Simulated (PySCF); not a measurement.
# SF6: excited-state calculation

- system: SF6, SMILES F[S@OH5](F)(F)(F)(F)F
- method: TDDFT CAM-B3LYP/def2-SVPD, vertical, gas phase, core orbitals frozen in the response (PySCF 2.14.0)

The geometry comes from this level: PBE0-D3(BJ)/def2-SVP.

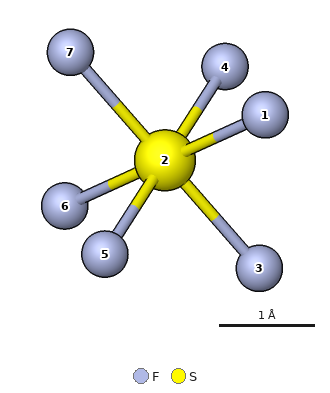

The structure (ball-and-stick view, seen at a tilt; atoms are numbered from 1 in the order of the input).

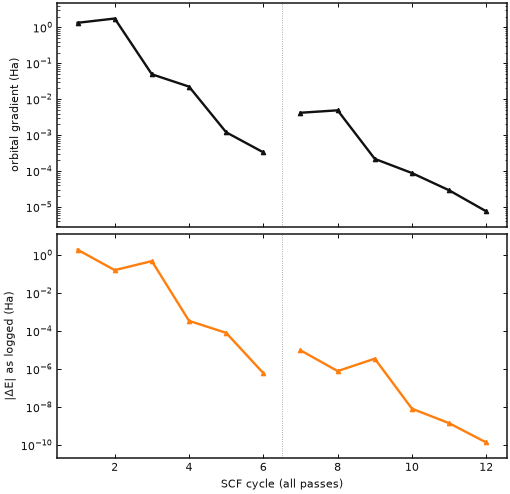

Convergence of the self-consistent field: orbital gradient and size of the energy change against the SCF cycle. The dotted line marks the change from a coarse to the final integration grid. The first 6 cycles use a coarse grid, the final grid takes over at cycle 7, and the field converges after 12 cycles in all.

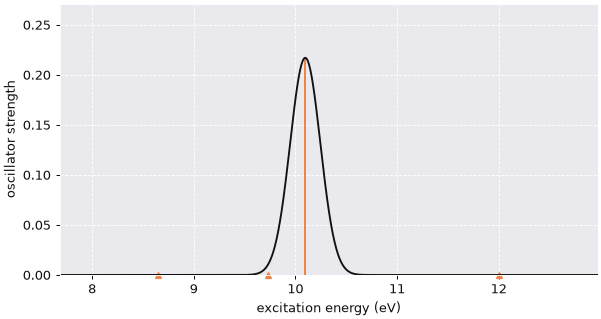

Computed excitations as sticks (degenerate states added up, dark ones marked on the axis), with a Gaussian envelope of 0.35 eV full width at half maximum, scaled to the tallest. Of the 10 states the lowest lies at 8.65 eV (f = 0.000); the strongest line is at 10.10 eV, or 123 nm (f = 0.217, summed over 3 states that lie within 0.004 eV).

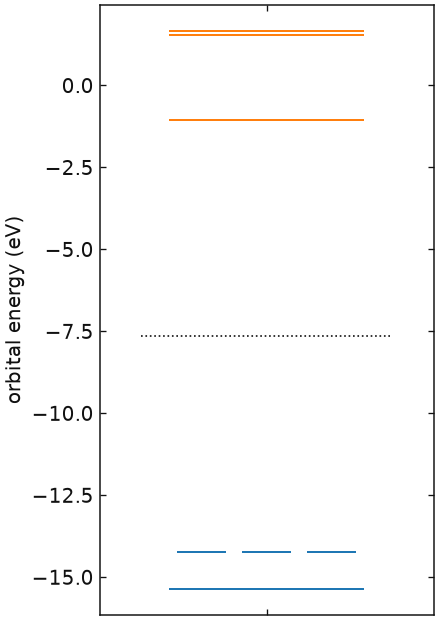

Orbital energies near the frontier; the dotted line parts filled from empty levels, and levels within 0.02 eV of each other stand side by side. Highest filled −14.24 eV, lowest empty −1.07 eV, 13.17 eV apart.

These pictures come from the run below.

### Input
```
{"job": {"kind": "uv", "xc": "CAM-B3LYP", "basis": "def2-SVPD", "ip": true}, "charge": 0, "multiplicity": 1}
F      0.748214     0.890050    -0.956311
S      0.000505     0.002158     0.116968
F     -1.053797    -0.430702    -0.978394
F     -0.909097     1.236188     0.503608
F      0.910186    -1.231828    -0.269796
F     -0.748201    -0.886390     1.189086
F      1.054048     0.434900     1.213282
```

The first line tells a small driver script what to run in PySCF; the rest is the geometry in Å.

### Log
```
coarse grid: 8144 points
cycle   1  E = -996.0461302114  dE =  1.946e+00  |g| = 1.343e+00  |ddm| = 3.370e+00
cycle   2  E = -995.8832580683  dE =  1.629e-01  |g| = 1.768e+00  |ddm| = 2.925e+00
cycle   3  E = -996.3708593647  dE = -4.876e-01  |g| = 4.956e-02  |ddm| = 1.605e+00
cycle   4  E = -996.3712079474  dE = -3.486e-04  |g| = 2.249e-02  |ddm| = 6.836e-02
cycle   5  E = -996.3712889431  dE = -8.100e-05  |g| = 1.204e-03  |ddm| = 1.916e-02
cycle   6  E = -996.3712895572  dE = -6.141e-07  |g| = 3.328e-04  |ddm| = 3.497e-03
final grid: 81376 points
cycle   7  E = -996.4725093518  dE = -9.824e-06  |g| = 4.209e-03  |ddm| = 5.214e-02
cycle   8  E = -996.4725085640  dE =  7.878e-07  |g| = 4.920e-03  |ddm| = 8.083e-03
cycle   9  E = -996.4725121034  dE = -3.539e-06  |g| = 2.189e-04  |ddm| = 3.905e-03
cycle  10  E = -996.4725121116  dE = -8.236e-09  |g| = 8.828e-05  |ddm| = 3.454e-04
cycle  11  E = -996.4725121131  dE = -1.424e-09  |g| = 2.924e-05  |ddm| = 1.075e-04
cycle  12  E = -996.4725121132  dE = -1.367e-10  |g| = 7.585e-06  |ddm| = 2.712e-05
converged SCF energy = -996.4725121132

Static polarisability (au): isotropic 30.569, principal 30.556 30.571 30.581

Singlet excitations
state   eV       nm        f      main configurations
  1   8.6480    143.4   0.00000   H->L 0.96
  2   8.6485    143.4   0.00000   H-1->L 0.96
  3   8.6487    143.4   0.00000   H-2->L 0.96
  4   9.7247    127.5   0.00000   H-3->L 0.95
  5   9.7281    127.4   0.00000   H-4->L 0.95
  6   9.7293    127.4   0.00000   H-5->L 0.94
  7  10.0948    122.8   0.07220   H-6->L 0.95
  8  10.0970    122.8   0.07239   H-7->L 0.95
  9  10.0995    122.8   0.07249   H-8->L 0.94
 10  12.0068    103.3   0.00000   H-9->L 0.93

Triplet excitations (Tamm-Dancoff, eV): 8.1396 8.1402 8.1405 9.1990
Vertical ionisation energy (delta-SCF) = 15.6223 eV
Vertical electron affinity (delta-SCF) = 0.0310 eV
```

### Summary

| quantity | value |
| --- | --- |
| outcome | converged |
| total energy | −996.472512 hartree |
| HOMO | −14.24 eV |
| LUMO | −1.07 eV |
| dipole moment | 0.00 D |
| mean polarisability | 30.57 a.u. |
| vertical ionisation energy | 15.62 eV |
| vertical electron affinity | 0.03 eV |
| lowest singlet excitation | 8.65 eV |
| hardware | 1 CPU thread, shared host |
| wall time | 71 s |
| peak memory | 0.83 GiB |
